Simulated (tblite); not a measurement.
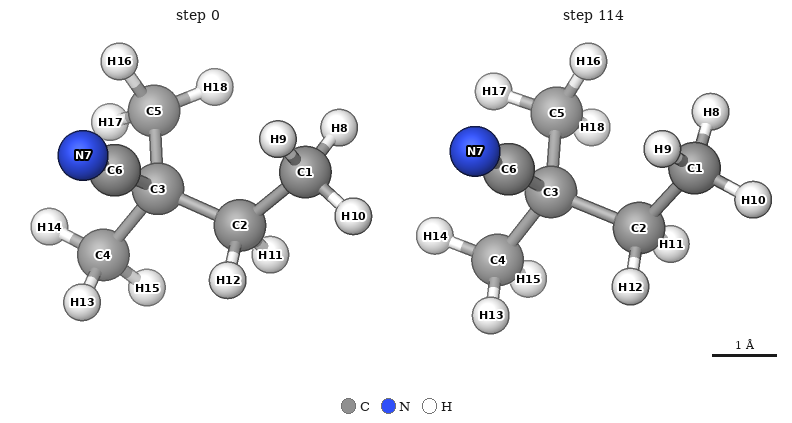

The structure of C₆H₁₁N before (left) and after (right) a relaxation, at one scale.

Style: ball-and-stick. Shown at a tilt.

Computed with GFN2-xTB geometry optimisation, gas phase (tblite 0.8.0). 

> Describe what moved and what it gained.

After 114 geometry steps the energy has fallen by 17.1 kcal/mol. The largest move after the best rigid fit is that of H16, 1.16 Å. By element the largest moves are H 1.16 Å, C 0.20 Å, N 0.13 Å. Near-neighbour distances that change, for instance: C2–C3 1.453 → 1.542 Å, C3–C5 1.479 → 1.534 Å, C2–H12 1.141 → 1.093 Å, C5–H16 1.131 → 1.087 Å. Among the angles between lasting bonds that change: C2–C3–C5 119.2° → 111.9°, C3–C5–H18 116.2° → 109.7°, H16–C5–H17 102.6° → 108.1°. Groups turn about C3–C5 by about 55°, C3–C4 by about 20°. The run took 0.63 s on 1 thread of Arm Neoverse V1 (shared host).
